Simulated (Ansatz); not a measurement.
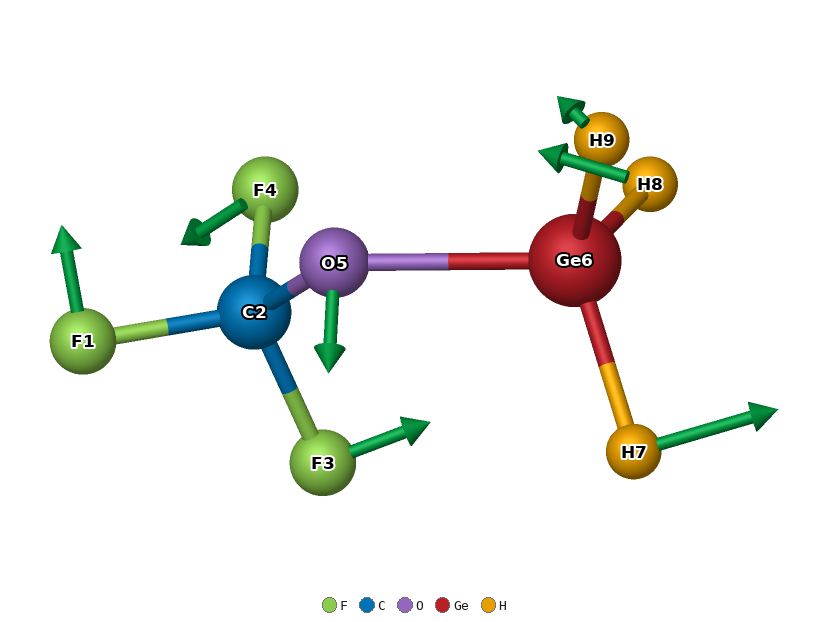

The arrows show one normal mode. Harmonic vibrations computed with RKS PBE0-D4/def2-TZVP (Ansatz 0.2.0) at a stationary point of the same level.

Describe the motion.

Answer. Mostly angle bending.

Estimate its harmonic wavenumber.

Answer. 429 cm⁻¹; it is mode 5 of 21 counted from the lowest.
